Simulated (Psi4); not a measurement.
## Single-point calculation of Si$_{2}$H$_{6}$O

System: Si$_{2}$H$_{6}$O, SMILES [SiH3]O[SiH3].
Method: MP2/cc-pVQZ, RHF (Psi4 1.11).

The geometry comes from this level: PBE0-D4/def2-TZVP.

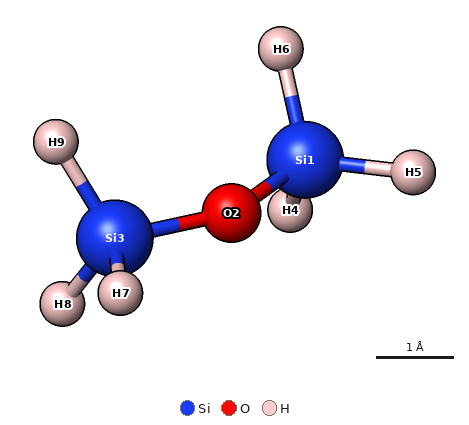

The structure as given in the input (ball-and-stick view, seen at a tilt; atoms are numbered from 1 in the order of the input). Bond lengths as drawn: H–Si 1.48 to 1.49 Å and O–Si 1.63 Å.

Input file (input.in):
```
memory 1.6 GB

molecule system {
  Si    -0.710290     1.052660    -0.919520
  O      0.425550     0.090990    -0.245380
  Si     0.775570    -1.038810     0.881750
  H     -1.787270     0.226580    -1.525660
  H     -0.060640     1.872420    -1.970220
  H     -1.306170     1.942760     0.111330
  H      2.224270    -1.343130     0.800010
  H     -0.009310    -2.275600     0.628780
  H      0.448290    -0.527870     2.238910
  symmetry c1
}

set {
  basis           cc-pVQZ
  puream          true
  scf_type        df
  num_frozen_docc 11
}

result, w = energy("mp2", return_wfn=True)
```

Machine: 1 thread of Intel Xeon @ 2.70GHz, 189 GiB of memory available, shared host.

Launched with:
```bash
psi4 input.in input.out -n 1
```

Log:
```
Psi4 1.11 release

   => Loading Basis Set <=

    Name: CC-PVQZ
    Role: ORBITAL
    Keyword: BASIS

         ---------------------------------------------------------
                                   SCF
                              RHF Reference
                        1 Threads,   1525 MiB Core
         ---------------------------------------------------------

  ==> Geometry <==

    Molecular point group: c1
    Full point group: C1

    Geometry (in Angstrom), charge = 0, multiplicity = 1:

       Center              X                  Y                   Z               Mass
    ------------   -----------------  -----------------  -----------------  -----------------
         SI          -0.814632893955     1.030387016501    -0.859309579041    27.976926534650
         O            0.321207106045     0.068717016501    -0.185169579041    15.994914619570
         SI           0.671227106045    -1.061082983499     0.941960420959    27.976926534650
         H           -1.891612893955     0.204307016501    -1.465449579041     1.007825032230
         H           -0.164982893955     1.850147016501    -1.910009579041     1.007825032230
         H           -1.410512893955     1.920487016501     0.171540420959     1.007825032230
         H            2.119927106045    -1.365402983499     0.860220420959     1.007825032230
         H           -0.113652893955    -2.297872983499     0.688990420959     1.007825032230
         H            0.343947106045    -0.550142983499     2.299120420959     1.007825032230

  Running in c1 symmetry.

  Rotational constants: A =      1.17031  B =      0.09971  C =      0.09820 [cm^-1]
  Rotational constants: A =  35084.94302  B =   2989.26809  C =   2943.99546 [MHz]
  Nuclear repulsion =  159.419028914662164

  Charge       = 0
  Multiplicity = 1
  Electrons    = 42
  Nalpha       = 21
  Nbeta        = 21

  ==> Algorithm <==

  SCF Algorithm Type is DF.
  DIIS enabled.
  MOM disabled.
  Fractional occupation disabled.
  Guess Type is SAD.
  Energy threshold   = 1.00e-08
  Density threshold  = 1.00e-08
  Integral threshold = 1.00e-12

  ==> Primary Basis <==

  Basis Set: CC-PVQZ
    Blend: CC-PVQZ
    Number of shells: 109
    Number of basis functions: 353
    Number of Cartesian functions: 428
    Spherical Harmonics?: true
    Max angular momentum: 4

   => Loading Basis Set <=

    Name: (CC-PVQZ AUX)
    Role: JKFIT
    Keyword: DF_BASIS_SCF

  ==> Integral Setup <==

  DFHelper Memory: AOs need 0.635 GiB; user supplied 1.118 GiB.
  SCF_SUBTYPE=INCORE selected. In-core MEM_DF algorithm will be used.
  Using in-core AOs.

  ==> MemDFJK: Density-Fitted J/K Matrices <==

    J tasked:                   Yes
    K tasked:                   Yes
    wK tasked:                   No
    Memory [MiB]:              1144
    Algorithm:                 Core
    Schwarz Cutoff:           1E-12
    Mask sparsity (%):       8.8003
    Fitting Condition:        1E-10

   => Auxiliary Basis Set <=

  Basis Set: (CC-PVQZ AUX)
    Blend: CC-PVQZ-JKFIT
    Number of shells: 186
    Number of basis functions: 708
    Number of Cartesian functions: 920
    Spherical Harmonics?: true
    Max angular momentum: 5

  Minimum eigenvalue in the overlap matrix is 9.8600622484E-05.
  Reciprocal condition number of the overlap matrix is 1.3857520404E-05.
    Using symmetric orthogonalization.

  ==> Pre-Iterations <==

  SCF Guess: Superposition of Atomic Densities via on-the-fly atomic UHF (no occupation information).

   -------------------------
    Irrep   Nso     Nmo
   -------------------------
     A        353     353
   -------------------------
    Total     353     353
   -------------------------

  ==> Iterations <==

                           Total Energy        Delta E     RMS |[F,P]|

   @DF-RHF iter SAD:  -655.51737999330533   -6.55517e+02   0.00000e+00
   @DF-RHF iter   1:  -656.27335532449115   -7.55975e-01   1.34824e-03 DIIS/ADIIS
   @DF-RHF iter   2:  -656.34467416870416   -7.13188e-02   9.31066e-04 DIIS/ADIIS
   @DF-RHF iter   3:  -656.38182161376790   -3.71474e-02   1.13637e-04 DIIS/ADIIS
   @DF-RHF iter   4:  -656.38351719687603   -1.69558e-03   1.63527e-05 DIIS
   @DF-RHF iter   5:  -656.38356547021408   -4.82733e-05   3.88519e-06 DIIS
   @DF-RHF iter   6:  -656.38356824016626   -2.76995e-06   7.36679e-07 DIIS
   @DF-RHF iter   7:  -656.38356831374608   -7.35798e-08   1.56994e-07 DIIS
   @DF-RHF iter   8:  -656.38356831731096   -3.56488e-09   3.76684e-08 DIIS
   @DF-RHF iter   9:  -656.38356831756289   -2.51930e-10   7.21382e-09 DIIS
  Energy and wave function converged.

  ==> Post-Iterations <==

    Orbital Energies [Eh]
    ---------------------

    Doubly Occupied:

       1A    -68.798193     2A    -68.798192     3A    -20.554465
       4A     -6.142409     5A     -6.142402     6A     -4.249544
       7A     -4.249541     8A     -4.249004     9A     -4.248999
      10A     -4.248995    11A     -4.248986    12A     -1.340195
      13A     -0.793030    14A     -0.681846    15A     -0.595696
      16A     -0.587970    17A     -0.587086    18A     -0.485872
      19A     -0.485385    20A     -0.453952    21A     -0.450801

    Virtual:

      22A      0.092725    23A      0.115607    24A      0.127606
      25A      0.135529    26A      0.146350    27A      0.148978
      28A      0.158481    29A      0.191842    30A      0.202192
      31A      0.206123    32A      0.218131    33A      0.223460
      34A      0.264659    35A      0.283089    36A      0.285352
      37A      0.306686    38A      0.324548    39A      0.333253
      40A      0.336392    41A      0.348306    42A      0.369647
      43A      0.374266    44A      0.380704    45A      0.428272
      46A      0.428649    47A      0.477136    48A      0.481284
      49A      0.498886    50A      0.527571    51A      0.553385
      52A      0.618140    53A      0.623023    54A      0.667259
      55A      0.682517    56A      0.729104    57A      0.739205
      58A      0.743123    59A      0.753272    60A      0.753981
      61A      0.764875    62A      0.767870    63A      0.773249
      64A      0.789893    65A      0.794622    66A      0.803121
      67A      0.834955    68A      0.840778    69A      0.860039
      70A      0.871805    71A      0.883601    72A      0.921452
      73A      0.930523    74A      0.951863    75A      0.964269
      76A      0.977942    77A      0.984109    78A      0.996290
      79A      0.998304    80A      1.015923    81A      1.025002
      82A      1.042265    83A      1.049165    84A      1.060868
      85A      1.072002    86A      1.117233    87A      1.135821
      88A      1.143869    89A      1.164505    90A      1.168440
      91A      1.178782    92A      1.215770    93A      1.218346
      94A      1.227801    95A      1.232942    96A      1.265944
      97A      1.279826    98A      1.315497    99A      1.431077
     100A      1.431219   101A      1.471952   102A      1.478470
     103A      1.482908   104A      1.509340   105A      1.538489
     106A      1.559226   107A      1.671107   108A      1.701714
     109A      1.715533   110A      1.771969   111A      1.831741
     112A      1.851366   113A      1.872159   114A      1.926244
     115A      1.937847   116A      1.963648   117A      2.020261
     118A      2.022712   119A      2.026453   120A      2.030727
     121A      2.047503   122A      2.106033   123A      2.122390
     124A      2.145498   125A      2.161081   126A      2.214591
     127A      2.220797   128A      2.228488   129A      2.229461
     130A      2.268791   131A      2.277306   132A      2.285665
     133A      2.311220   134A      2.337195   135A      2.369062
     136A      2.376597   137A      2.388473   138A      2.390487
     139A      2.396832   140A      2.403832   141A      2.422382
     142A      2.446089   143A      2.450988   144A      2.459878
     145A      2.493236   146A      2.502610   147A      2.506251
     148A      2.523677   149A      2.530419   150A      2.540673
     151A      2.555502   152A      2.555603   153A      2.560488
     154A      2.564574   155A      2.571019   156A      2.607438
     157A      2.608538   158A      2.616404   159A      2.675646
     160A      2.679067   161A      2.690731   162A      2.714316
     163A      2.730328   164A      2.738201   165A      2.781479
     166A      2.783761   167A      2.787587   168A      2.820711
     169A      2.845730   170A      2.855304   171A      2.874119
     172A      2.902420   173A      2.920422   174A      2.921139
     175A      2.967741   176A      2.976246   177A      3.000363
     178A      3.031344   179A      3.070101   180A      3.075081
     181A      3.076571   182A      3.089453   183A      3.115802
     184A      3.147883   185A      3.192364   186A      3.252325
     187A      3.274463   188A      3.318772   189A      3.352459
     190A      3.371552   191A      3.413898   192A      3.430765
     193A      3.443804   194A      3.457389   195A      3.499397
     196A      3.512744   197A      3.584953   198A      3.616830
     199A      3.636187   200A      3.646890   201A      3.710261
     202A      3.752361   203A      3.758628   204A      3.771856
     205A      3.812110   206A      3.817476   207A      3.827324
     208A      3.876216   209A      3.909947   210A      3.946963
     211A      3.964387   212A      4.010890   213A      4.198805
     214A      4.436565   215A      4.497135   216A      4.500053
     217A      4.623541   218A      4.657089   219A      4.876049
     220A      4.963270   221A      4.970701   222A      5.037937
     223A      5.275567   224A      5.470751   225A      6.081298
     226A      6.082292   227A      6.131396   228A      6.132254
     229A      6.133459   230A      6.137565   231A      6.169380
     232A      6.169995   233A      6.171090   234A      6.191818
     235A      6.237831   236A      6.245966   237A      6.354862
     238A      6.384311   239A      6.388995   240A      6.389954
     241A      6.393099   242A      6.399160   243A      6.405349
     244A      6.414904   245A      6.528002   246A      6.536534
     247A      6.543838   248A      6.551014   249A      6.637908
     250A      6.640767   251A      6.698700   252A      6.702714
     253A      6.733032   254A      6.734190   255A      6.739082
     256A      6.745280   257A      6.824395   258A      6.834564
     259A      6.879937   260A      6.901173   261A      6.948790
     262A      6.959766   263A      6.970476   264A      7.014670
     265A      7.082178   266A      7.089374   267A      7.630900
     268A      7.633690   269A      7.686650   270A      7.704452
     271A      7.845598   272A      7.913499   273A      8.037701
     274A      8.041391   275A      8.061521   276A      8.088179
     277A      8.127383   278A      8.129069   279A      8.196104
     280A      8.216162   281A      8.232686   282A      8.241547
     283A      8.271860   284A      8.306158   285A      8.326109
     286A      8.336413   287A      8.360733   288A      8.366939
     289A      8.373941   290A      8.398146   291A      8.446390
     292A      8.451383   293A      8.457262   294A      8.466760
     295A      8.482580   296A      8.495863   297A      8.502852
     298A      8.508692   299A      8.517029   300A      8.522370
     301A      8.537886   302A      8.538237   303A      8.908029
     304A      8.938109   305A      8.948080   306A      8.966427
     307A      8.993211   308A      9.034390   309A      9.055090
     310A      9.057862   311A      9.108075   312A      9.108965
     313A      9.109808   314A      9.122193   315A      9.310562
     316A      9.319856   317A      9.323949   318A      9.373910
     319A      9.377773   320A      9.384032   321A      9.390377
     322A      9.481054   323A      9.529292   324A      9.552189
     325A      9.559406   326A      9.635590   327A      9.651065
     328A      9.678332   329A      9.833271   330A      9.850008
     331A     10.175890   332A     10.493732   333A     10.540966
     334A     10.592077   335A     10.650698   336A     10.808174
     337A     11.111869   338A     11.654499   339A     11.704021
     340A     11.948305   341A     12.068012   342A     12.317501
     343A     12.334289   344A     12.437461   345A     12.574163
     346A     12.839422   347A     12.903999   348A     13.119864
     349A     13.235058   350A     13.537756   351A     13.862437
     352A     14.455073   353A     42.506112

    Final Occupation by Irrep:
              A
    DOCC [    21 ]
    NA   [    21 ]
    NB   [    21 ]

  @DF-RHF Final Energy:  -656.38356831756289

   => Energetics <=

    Nuclear Repulsion Energy =            159.4190289146621637
    One-Electron Energy =               -1226.8200655240984815
    Two-Electron Energy =                 411.0174682918733424
    Total Energy =                       -656.3835683175628901

Computation Completed

Properties will be evaluated at   0.000000,   0.000000,   0.000000 [a0]

Properties computed using the SCF density matrix

 Multipole Moments:

 ------------------------------------------------------------------------------------
     Multipole            Electronic (a.u.)      Nuclear  (a.u.)        Total (a.u.)
 ------------------------------------------------------------------------------------

 L = 1.  Multiply by 2.5417464519 to convert [e a0] to [Debye]
 Dipole X            :          0.9332279           -1.0486308           -0.1154029
 Dipole Y            :          0.1993831           -0.2239048           -0.0245217
 Dipole Z            :         -0.5383406            0.6050292            0.0666886
 Magnitude           :                                                    0.1355231

 ------------------------------------------------------------------------------------

	total time  =         18 seconds =       0.30 minutes

  //>>>>>>>>>>>>>>>>>>>>>>>>>>>>>>>>>>>//
  //               DFMP2               //
  //<<<<<<<<<<<<<<<<<<<<<<<<<<<<<<<<<<<//

   => Loading Basis Set <=

    Name: (CC-PVQZ AUX)
    Role: RIFIT
    Keyword: DF_BASIS_MP2

	 --------------------------------------------------------
	                          DF-MP2
	      2nd-Order Density-Fitted Moller-Plesset Theory
	              RMP2 Wavefunction,   1 Threads

	 --------------------------------------------------------

   => Auxiliary Basis Set <=

  Basis Set: (CC-PVQZ AUX)
    Blend: CC-PVQZ-RI
    Number of shells: 196
    Number of basis functions: 778
    Number of Cartesian functions: 1025
    Spherical Harmonics?: true
    Max angular momentum: 5

	 --------------------------------------------------------
	                 NBF =   353, NAUX =   778
	 --------------------------------------------------------
	   CLASS    FOCC     OCC    AOCC    AVIR     VIR    FVIR
	   PAIRS      11      21      10     332     332       0
	 --------------------------------------------------------

	-----------------------------------------------------------
	 ==================> DF-MP2 Energies <====================
	-----------------------------------------------------------
	 Reference Energy          =    -656.3835683175628901 [Eh]
	 Singles Energy            =      -0.0000000000000000 [Eh]
	 Same-Spin Energy          =      -0.0994008303656360 [Eh]
	 Opposite-Spin Energy      =      -0.4288629813155925 [Eh]
	 Correlation Energy        =      -0.5282638116812285 [Eh]
	 Total Energy              =    -656.9118321292440896 [Eh]
	-----------------------------------------------------------
	 ================> DF-SCS-MP2 Energies <==================
	-----------------------------------------------------------
	 SCS Same-Spin Scale       =       0.3333333333333333 [-]
	 SCS Opposite-Spin Scale   =       1.2000000000000000 [-]
	 SCS Same-Spin Energy      =      -0.0331336101218787 [Eh]
	 SCS Opposite-Spin Energy  =      -0.5146355775787109 [Eh]
	 SCS Correlation Energy    =      -0.5477691877005896 [Eh]
	 SCS Total Energy          =    -656.9313375052635138 [Eh]
	-----------------------------------------------------------

	total time  =          6 seconds =       0.10 minutes

    Psi4 run time: 0:00:23.64
```

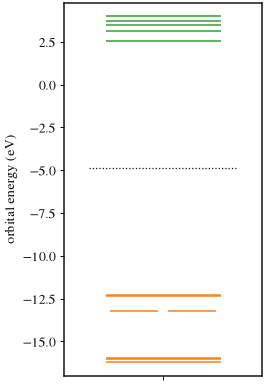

Orbital energies near the frontier (SCF reference); the dotted line parts filled from empty levels, and levels within 0.02 eV of each other stand side by side. Highest filled −12.27 eV, lowest empty 2.52 eV, 14.79 eV apart.

Key numbers:

```tsv
quantity	value
outcome	converged
total energy	−656.911832 hartree
SCF energy	−656.383568 hartree
MP2 energy	−656.911832 hartree
correlation energy	−0.528264 hartree
basis functions	353
HOMO of the SCF reference	−12.27 eV
LUMO of the SCF reference	2.52 eV
wall time	26 s
peak memory	1.1 GiB
```
